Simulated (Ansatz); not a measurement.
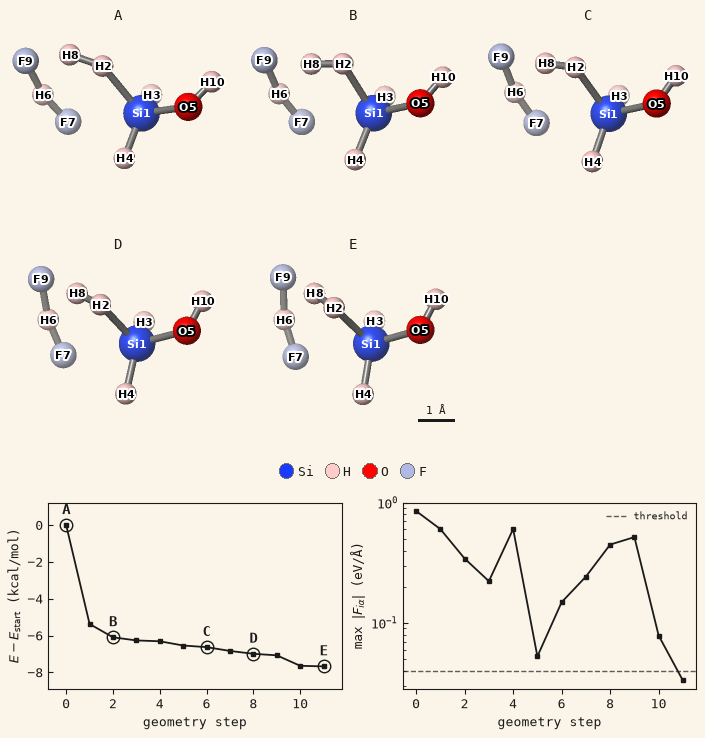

Frames of a constrained relaxation of SiH6OF2, marked on the history of the run. A ball-and-stick model, seen at a tilt.

The reaction that was planned forms Si1–F7, H6–F9, H2–H8 and breaks Si1–H2, H6–F7, H8–F9 (atoms numbered from 1 in input order).

The calculation used Ansatz 0.2.0, RKS PBE0-D4/def2-SVP. Settings: held fixed: the distance between atoms 1 (Si) and 7 (F), the distance between atoms 6 (H) and 9 (F), the distance between atoms 2 (H) and 8 (H), the distance between atoms 1 (Si) and 2 (H), the distance between atoms 6 (H) and 7 (F), the distance between atoms 8 (H) and 9 (F), counting from 1; force threshold 0.04 eV/Å; at most 150 steps.

Q: Describe the path.

A: After 11 geometry steps the energy has fallen by 7.67 kcal/mol. The largest force component goes from 0.85 to 0.033 eV/Å. F9 moves most after the best rigid fit: 0.81 Å. Largest moves by element: F 0.81 Å, H 0.64 Å, O 0.19 Å, Si 0.16 Å. Among the contacts that change: Si1–O5 1.622 → 1.656 Å, Si1–H4 1.438 → 1.468 Å, Si1–H3 1.447 → 1.475 Å, O5–H10 0.953 → 0.963 Å. Among the angles between lasting bonds that change: Si1–O5–H10 128.5° → 118.6°, H3–Si1–H4 135.0° → 128.6°, H4–Si1–O5 98.5° → 103.4°. Cost: 12 s on 4 threads of Arm Neoverse V2, with other jobs on the host. From step 0 to 2: H8 moves most (0.33 Å), energy −6.09 kcal/mol. From step 2 to 6: H and F atoms move most (0.16 Å), energy −0.53 kcal/mol. From step 6 to 8: F9 moves most (0.39 Å), energy −0.36 kcal/mol. From step 8 to 11: F9 moves most (0.22 Å), energy −0.68 kcal/mol.
